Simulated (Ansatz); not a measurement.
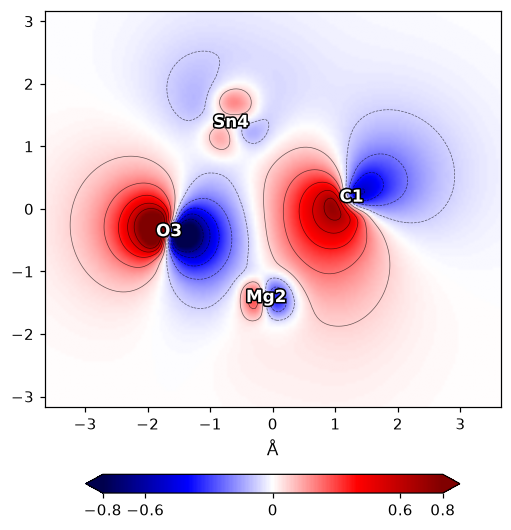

The picture shows: CH$_{2}$MgOSn. The HOMO−1 on the plane of atoms C1, Mg2 and O3 (values in Å⁻³ᐟ²; the overall sign is arbitrary).

Geometry: r2SCAN-D4/def2-SVP; core potentials replace the inner electrons of Sn.

All numbers below come from isolated molecule in a Gaussian basis; Kohn-Sham density functional theory, functional PBE0 in Ansatz 0.2.0.

Input

```
basis:
  gaussian:
    orbitals: def2-TZVPD
crystal:
  periodic: [false, false, false]
  atoms:
    - symbol: C
      position_ang: [-1.095185, 1.032269, -1.029158]
    - symbol: Mg
      position_ang: [-1.368837, 2.404953, 0.540291]
    - symbol: O
      position_ang: [-2.123240, 1.180835, 1.752039]
    - symbol: Sn
      position_ang: [-2.010697, -0.374056, 0.490929]
    - symbol: H
      position_ang: [-1.689523, 1.141848, -1.957389]
    - symbol: H
      position_ang: [-0.068052, 0.755875, -1.338118]
hamiltonian:
  xc: pbe0
output:
  forces: true
  orbitals: {seedname: orbitals}
```

Run with:

```sh
ansatz run input.yaml --threads 2 --pin off --max-ram 4350MiB --events-out events.jsonl --progress --plain --runs-dir runs
```

Where does this orbital lie, and at what energy?

Answer. It lies mainly on O3 (about 40 %), C1 (about 30 %), Mg2 (about 10 %) and Sn4 (about 10 %). Its energy is −6.85 eV.
